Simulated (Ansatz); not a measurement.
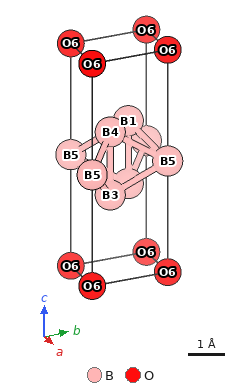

This is the input geometry for a relaxation of crystalline B₅O (a generated structure, set up in P6/mmm) (coarse preliminary run). A ball-and-stick model of the cell of the calculation, seen slightly off an axis.

All numbers below come from DFT PBE, scalar-relativistic, plane waves, PAW (Ansatz).

The input:
```yaml
crystal:
  lattice:
    - [2.86618096, 0.0, 0.0]
    - [-1.43309048, 2.48218552, 0.0]
    - [0.0, 0.0, 6.39477158]
  atoms:
    - { symbol: B, position: [0.33333333, 0.66666667, 0.64124838] }
    - { symbol: B, position: [0.33333333, 0.66666667, 0.35875162] }
    - { symbol: B, position: [0.66666667, 0.33333333, 0.35875162] }
    - { symbol: B, position: [0.66666667, 0.33333333, 0.64124838] }
    - { symbol: B, position: [0.0, 0.0, 0.5] }
    - { symbol: O, position: [0.0, 0.0, 0.0], spin: 1.0 }
basis:
  ecutwfc: 420
kpoints:
  mp_grid: { grid: [6, 6, 4] }
hamiltonian:
  xc: pbe
scf:
  occupations: { method: gaussian, width: 0.1 }
  lower_state_search: "off"
output:
  forces: true
  stress: true
  eigenvalues: true
  populations: true
magnetization:
  spin_polarized: true
relax:
  adjacent_minimum: "off"
  f_tol: 0.04
  max_steps: 70
  cell: { stress_tol: 0.4 }
```

Run as
```bash
ansatz run input.yaml --threads 1 --pin off --max-ram 2048MiB --backend cpu --events-out ev --progress --plain --runs-dir out
```

### Predict the outcome.

The largest moves relative to the cell, 0.44 Å, are those of B1, B2, B3 and B4. B4 goes along +c. O stays in place. The volume changes by −5.9 %, with a = b 2.866 → 2.909 Å (+1.5 %), c 6.395 → 5.841 Å (−8.7 %). Some distances before and after: B1–B2 1.807 → 2.538 Å, B1–B5 1.885 → 2.105 Å, B1–B4 1.655 → 1.679 Å. Bond angles that change, for instance: B5–B1–B5 99.0° → 87.4°, B4–B1–B5 151.4° → 142.9°, B4–B1–B5 64.0° → 66.5°. The space group stays P6/mmm (No. 191). Over 7 accepted moves (9 points after the start) the energy falls by 2.876 eV per cell of the calculation. The largest force component goes from 3.3 to 0.00052 eV/Å. The pressure goes from 34.72 to 0.03 GPa. At 2 points the geometry stayed and the basis and grid were re-selected for the new cell (energy shift of 2.2 meV per cell of the calculation at most each time). The program noted that the starting moments weren't kept.

History of the run:

| step | E − E(0), meV/atom | largest force component, eV/Å | pressure, GPa | volume, Å³/atom | note |
| --- | --- | --- | --- | --- | --- |
| 0 | 0.00 | 3.2676 | 34.72 | 7.582 |  |
| 1 | -142.63 | 2.5880 | 19.63 | 7.620 |  |
| 2 | -378.70 | 1.4539 | 0.52 | 7.552 |  |
| 3 | -443.27 | 0.2458 | 4.33 | 7.268 |  |
| 4 | -477.32 | 0.2333 | 2.67 | 7.069 |  |
| 5 | -477.04 | 0.3104 | -0.54 | 7.174 |  |
| 6 | -479.62 | 0.0312 | -0.26 | 7.150 |  |
| 7 | -479.26 | 0.0322 | -0.37 | 7.150 | same geometry, new basis |
| 8 | -479.35 | 0.0007 | 0.04 | 7.134 |  |
| 9 | -479.30 | 0.0005 | 0.03 | 7.134 | same geometry, new basis |

Final geometry:

```xyz
6
Lattice="2.9089 0.0000 0.0000 -1.4545 2.5192 0.0000 0.0000 0.0000 5.8406" Properties=species:S:1:pos:R:3 pbc="T T T"
B     0.0000    1.6795    4.1891
B     0.0000    1.6795    1.6516
B     1.4545    0.8397    1.6516
B     1.4545    0.8397    4.1891
B     1.4545    2.5192    2.9203
O     1.4545    2.5192    5.8406
```

After the run, drawn alike:

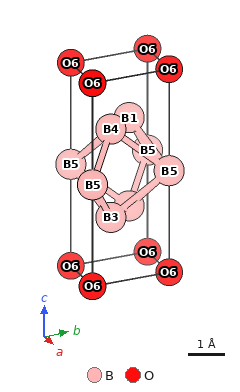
